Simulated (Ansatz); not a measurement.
# Bands, cutoff and cost in G0W0 for SiSO (1T monolayer (Janus)), part 2 of 2

Aim: see how the G0W0 gap of SiSO (1T monolayer (Janus)) on PBEsol moves with empty bands and screening cutoff, and what each rung costs.

Ansatz 0.2.0; G0W0 on PBEsol, plane waves, PAW; PAW set soft_1. Known limits of the many-body steps: not at the basis limit; coarse mesh for a sheet.

So far. Step 5 (759 empty bands, screening to 135 eV): Against the run with 6×6×1 mesh, 413 empty bands, screening to 90 eV, PAW set soft_1 files, the gap moves by +0.16 eV.

**6. Changing the k mesh: 3×3×1 mesh, 192 empty bands, screening to 54 eV, PAW set soft_1 files**

Only the mesh changes. It samples the long-range screening, which converges on its own terms. Bands and cutoff differ from the step before, so it is read against an earlier run that matches them.

File input.yaml:

```yaml
crystal:
  lattice:
    - [2.9816107688, 0.0, 0.0]
    - [-1.4908053844, 2.58215067, 0.0]
    - [0.0, 0.0, 27.7]
  atoms:
    - { symbol: Si, position: [0.0, 0.0, 0.509127614] }
    - { symbol: O, position: [0.3333333333, 0.6666666667, 0.540403649] }
    - { symbol: S, position: [0.6666666667, 0.3333333333, 0.459596351] }
  periodic: [true, true, false]
kpoints:
  mp_grid: { grid: [3, 3, 1] }
hamiltonian:
  xc: pbesol
  pseudopotentials: { kind: paw, azcp: { folder: soft_1 }, xc_functional: pbe }
scf:
  occupations: { method: fixed }
gw:
  n_empty_bands: 192
  ecut_chi: 54.0
  qp_bands: [v2, c2]
  qp_kpoints: band_edges
  screening: { model: contour_deformation }
```

Started as:

```
ansatz run input.yaml --threads 4 --pin off --max-ram 17510MiB --backend cpu --events-out ev --progress --plain --runs-dir out
```

Numbers of over 12 decimals in the logs are rounded to 6 here.

What it wrote:

```text
[...]
Crystal: 3 atoms, lattice volume = 213.261 Å³
Basis set: ecut = 420 eV, 4077 PW (Γ)
Bands: 12, of which v1, the nominal top of the filled ones, is band 8 counted from 1 (7 counted from 0)
Symmetry: 6 space group operations
[...]
k-points: 3 of 9 (time reversal used)
[...]
0    10     -0.5638    -1.2079    -1.4982    -2.7302  0.8889    -0.5397    -0.5397  root
     1     7     -7.8812   -21.6950     3.7401   -17.4279  0.7445    -8.4152    -8.4080  root
     1     8     -6.6379   -19.9029     2.8553   -16.6180  0.7508    -7.0728    -7.0675  root
     1     9     -3.1143    -9.4761    -4.0823   -14.6243  0.7716    -1.9646    -2.0483  root ?
     1    10     -0.5017    -8.3796    -4.4920   -13.9228  0.7700     0.6246     0.5496  root ?
[key lines of the parts left out:]
SCF converged after 9 iterations
Free energy (F): -2067.919133 eV
Fermi energy:    -5.284343 eV
```

The job ended after 9.9 s (4 threads of Arm Neoverse V1, shared host; peak memory 0.97 GiB; 33 s of CPU time).

Numbers from this step:

| Quantity | Value |
| --- | --- |
| bands summed | 200 |
| plane waves in the screening matrix | 183 |
| G0W0 gap on the mesh | 2.364 eV |
| k of the valence top | 0, 0, 0 |
| k of the conduction bottom | 0, 0, 0 |
| starting gap on the mesh | 1.148 eV |
| least direct G0W0 gap on the computed points | 2.364 eV |

Against the run with 6×6×1 mesh, 192 empty bands, screening to 54 eV, PAW set soft_1 files, the gap moves by −0.46 eV, while the start moved by −0.03 eV.

**7. Changing the k mesh: 9×9×1 mesh, 192 empty bands, screening to 54 eV, PAW set soft_1 files**

input.yaml: that of step 6 with these lines changed.

```diff
@@ -11,3 +11,3 @@
 kpoints:
-  mp_grid: { grid: [3, 3, 1] }
+  mp_grid: { grid: [9, 9, 1] }
 hamiltonian:
```

What it wrote:

```text
[...]
Crystal: 3 atoms, lattice volume = 213.261 Å³
Basis set: ecut = 420 eV, 4077 PW (Γ)
Bands: 12, of which v1, the nominal top of the filled ones, is band 8 counted from 1 (7 counted from 0)
Symmetry: 6 space group operations
[...]
k-points: 12 of 81 (time reversal used)
[...]
2     7     -8.0047   -22.4406     3.7605   -17.8110  0.7595    -8.8910    -8.8738  root
[...]
11     7     -8.4982   -23.2605     4.2078   -18.1910  0.7472    -9.3773    -9.3599  root
    11     8     -7.7119   -19.8762     2.6738   -16.4086  0.7694    -8.5184    -8.5057  root
    11     9     -2.0045   -10.5687    -3.7119   -15.8249  0.7828    -0.4120    -0.4601  root
    11    10      0.0858    -8.2257    -3.9549   -13.5734  0.7839     1.5044     1.4787  root
[key lines of the parts left out:]
SCF converged after 9 iterations
Free energy (F): -2068.417518 eV
Fermi energy:    -5.385986 eV
```

Elapsed: 77 s, on 4 threads; peak memory 1.2 GiB; 4.8 min of CPU time.

Numbers from this step:

| Quantity | Value |
| --- | --- |
| bands summed | 200 |
| plane waves in the screening matrix | 183 |
| G0W0 gap on the mesh | 2.910 eV |
| k of the valence top | 0, 0, 0 |
| k of the conduction bottom | 0, 0, 0 |
| starting gap on the mesh | 1.186 eV |
| least direct G0W0 gap on the computed points | 2.910 eV |

Against the run with 3×3×1 mesh, 192 empty bands, screening to 54 eV, PAW set soft_1 files, the gap moves by +0.55 eV, while the start moved by +0.04 eV.

**8. Convergence and cost**

Times are wall times on 4 threads of Arm Neoverse V1, shared host, good to a factor of about two.

| mesh | files | frequency | bands summed | cutoff (eV) | start (eV) | G0W0 (eV) | time | host memory (GiB) |
| --- | --- | --- | --- | --- | --- | --- | --- | --- |
| 6×6×1 | PAW set soft_1 | contour deformation | 75 | 27 | 1.179 | 2.708 | 8 s | 0.57 |
| 6×6×1 | PAW set soft_1 | contour deformation | 200 | 54 | 1.179 | 2.828 | 28 s | 1.3 |
| 6×6×1 | PAW set soft_1 | contour deformation | 421 | 90 | 1.179 | 3.067 | 2.1 min | 3.0 |
| 6×6×1 | PAW set soft_1 | contour deformation | 767 | 135 | 1.179 | 3.227 | 8 min | 6.8 |
| 3×3×1 | PAW set soft_1 | contour deformation | 200 | 54 | 1.148 | 2.364 | 9.9 s | 0.97 |
| 9×9×1 | PAW set soft_1 | contour deformation | 200 | 54 | 1.186 | 2.910 | 77 s | 1.2 |

The parts of the quasiparticle energy at the two band edges (eV; QP = start + Σx + Σc − Vxc):

| run | edge | start | Σx | Σc | Vxc | Z | QP |
| --- | --- | --- | --- | --- | --- | --- | --- |
| 75 bands | valence top | -5.38 | -19.01 | 2.14 | -16.68 | 0.80 | -5.57 |
| 75 bands | conduction bottom | -4.20 | -9.48 | -3.30 | -14.12 | 0.81 | -2.86 |
| 200 bands | valence top | -5.38 | -19.01 | 1.81 | -16.68 | 0.78 | -5.90 |
| 200 bands | conduction bottom | -4.20 | -9.48 | -3.51 | -14.12 | 0.80 | -3.07 |
| 421 bands | valence top | -5.38 | -19.01 | 1.49 | -16.68 | 0.78 | -6.22 |
| 421 bands | conduction bottom | -4.20 | -9.48 | -3.59 | -14.12 | 0.80 | -3.16 |
| 767 bands | valence top | -5.38 | -19.01 | 1.27 | -16.68 | 0.78 | -6.44 |
| 767 bands | conduction bottom | -4.20 | -9.48 | -3.65 | -14.12 | 0.80 | -3.21 |

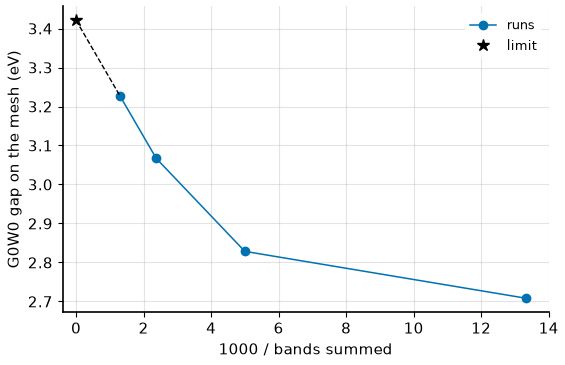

The gap against one over the number of bands; the dashed line carries the two highest rungs to the limit.

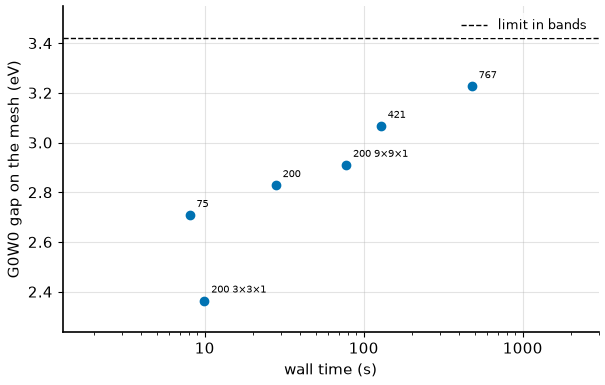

Result against wall time.

**9. Summary of results**

| Item | Value |
| --- | --- |
| 75 bands, 27 eV | 2.708 eV |
| 200 bands, 54 eV | 2.828 eV |
| 421 bands, 90 eV | 3.067 eV |
| 767 bands, 135 eV | 3.227 eV |
| estimated limit in bands and cutoff | 3.42 eV |
| mesh and start | 6×6×1, PBEsol |

In words: A line in one over the bands through the two highest rungs gives 3.42 eV, +0.19 eV from the top rung; the pair below gives 3.28 eV, so the estimate is still climbing. The rungs stand 0.71 eV (75 bands), 0.59 eV (200 bands), 0.35 eV (421 bands) and 0.19 eV (767 bands) from it. From 75 to 767 bands the gap moves by +0.52 eV while the time grows 59-fold. Σc changes by −0.87 eV at the valence top and −0.35 eV at the conduction bottom, so the valence edge carries most of the change. On the 3×3×1 mesh in place of 6×6×1 the gap differs by −0.46 eV, of which −0.03 eV is already in the start. On the 9×9×1 mesh in place of 6×6×1 the gap differs by +0.08 eV, of which +0.01 eV is already in the start. The mesh in the plane is coarse for a sheet; gap and any exciton binding can still move on denser ones.

[Paths, hosts, dates, memory and timing lines, banners, echoed tables and standing remarks are left out of the program output.]

[Logs are printed without paths, hosts, clocks, repeated set-up lines and the standing remarks that a program may print on its own settings, such as how far it seeks lower states.]

[Runs of the session that timed out or met a known fault of the program may be left out.]

[Cells called generated may have been cut or substituted from an entry of the Crystallography Open Database or the Materials Project.]

[Hosts, paths, dates, database ids (printed as entryN), source tags and the programs' standing remarks are cut or masked in the printed files.]
